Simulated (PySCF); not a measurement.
# Ge$_{2}$H$_{10}$SSi$_{2}$ (SMILES [SiH3]S[SiH2][GeH2][GeH3]): what the fields show

The calculation's input:

```
{"job": {"kind": "uv", "xc": "CAM-B3LYP", "basis": "def2-SVPD", "ip": true, "dynamic": false}, "charge": 0, "multiplicity": 1}
Si     2.288891     1.065924    -0.074854
S      1.148322     0.570665     1.680912
Si     0.444195    -1.383646     1.077695
Ge    -0.992534    -1.157458    -0.814773
Ge    -2.225259     0.905788    -0.503569
H      3.262333    -0.021777    -0.390500
H      1.397776     1.268248    -1.256084
H      3.009152     2.331549     0.237278
H      1.604395    -2.293258     0.825176
H     -0.332539    -1.889140     2.247644
H     -0.177644    -1.109865    -2.122438
H     -1.957894    -2.358165    -0.887409
H     -2.842414     0.927548     0.905624
H     -3.356301     1.014070    -1.544795
H     -1.287246     2.113780    -0.662145
```

Command:

```sh
OMP_NUM_THREADS=1 python probes_run.py task.json out
```

Geometry: PBE0-D3(BJ)/def2-SVP.

Method: CAM-B3LYP/def2-SVPD, SCF density, gas phase in PySCF.

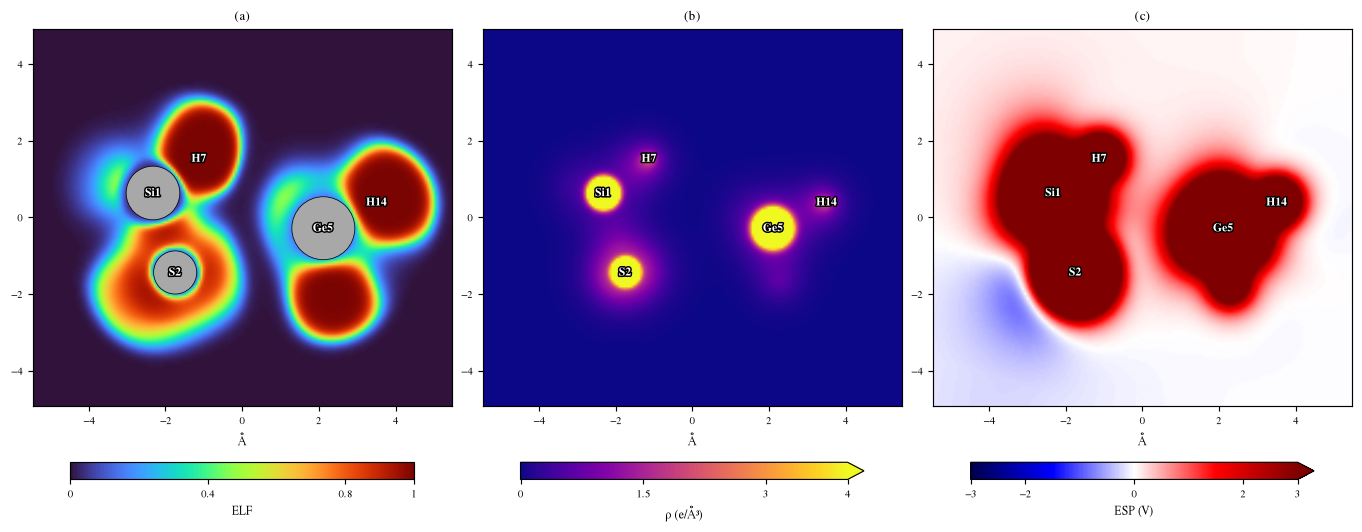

Figure 1. (a) electron localisation function; (b) total electron density; (c) molecular electrostatic potential on the plane of atoms S2, Si1 and H7. Grey discs cover the atomic cores in the ELF map.

Question: Interpret the plot.

Answer: Atoms in the plane: Si, S, Ge and H. Si–S (2.15 Å): the density is about 0.8 e/Å³ at the midpoint; the ELF peaks at about 0.90 between the atoms (a shared electron pair). Si–H (1.49 Å): the density is about 0.77 e/Å³ at the midpoint; the ELF climbs to about 1 towards the hydrogen, as it does in any bond to H. Ge–H (1.54 Å): ρ at the midpoint is about 1 e/Å³; the ELF climbs to about 1 towards the hydrogen. The ELF also peaks beside S2, away from the bonds: lone-pair regions. Outside the dense part of the molecule the potential is most negative (−0.8 V) near S2.

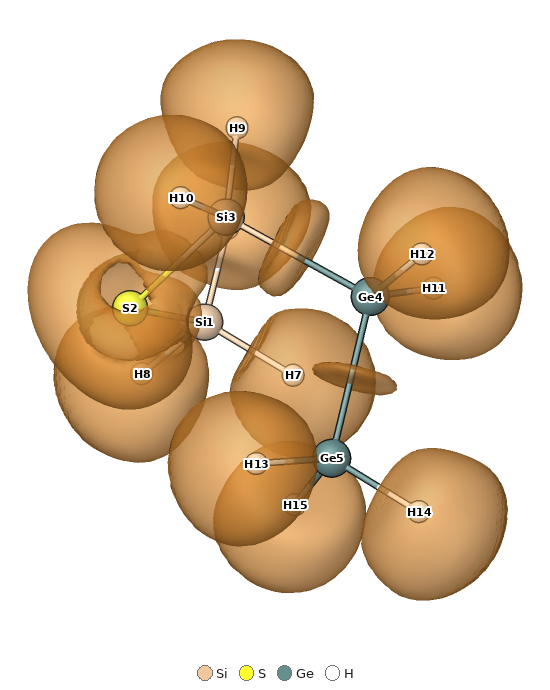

Figure 2. Isosurface of the electron localisation function at 0.8 (orange), seen at an oblique angle. Core shells and regions of very low density are left out.

Question: What do the ELF domains correspond to?

Answer: The ELF exceeds this value in one region between bonded Ge–Ge atoms (shared pairs), one region between bonded Ge–Si atoms (shared pairs), ten regions around hydrogen nuclei and one region on S in which the atom's valence shell and bonds are merged. Along the contacts the grid gives the following. Si–Ge (2.39 Å): the ELF peaks at about 0.95 between the atoms, as expected for a shared electron pair.

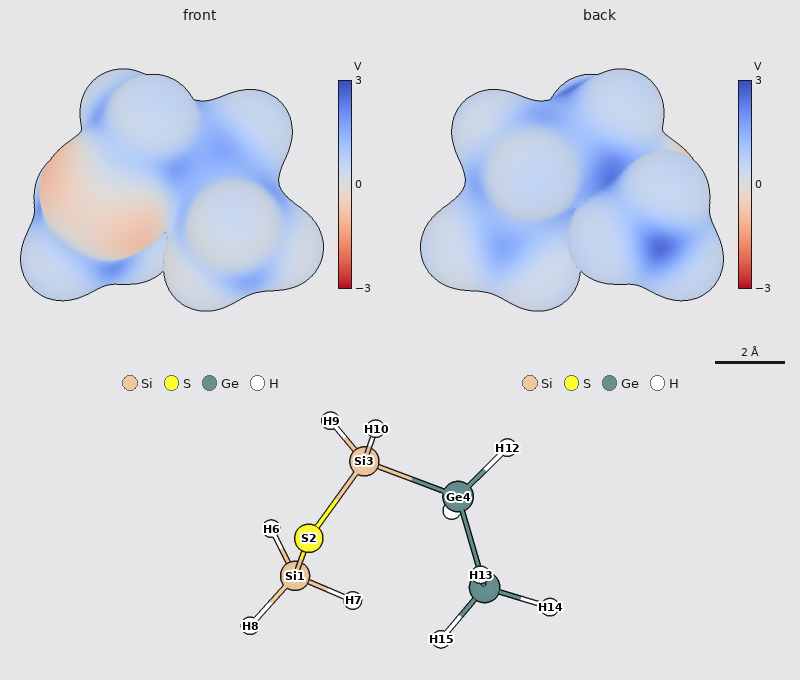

Figure 3. The molecular electrostatic potential painted on the density surface at 0.004 e/bohr³, seen from the front and from behind; the colour scale runs from red (negative) to blue (positive). The bare structure is drawn below in the same view.

Question: Which sites attract a positive test charge, and which a negative one?

Answer: A positive charge is drawn to the negative regions and a negative charge to the positive ones. The most negative region (about −0.8 V) lies over S2, the most positive (about +2.3 V) over Si1 and Si3.
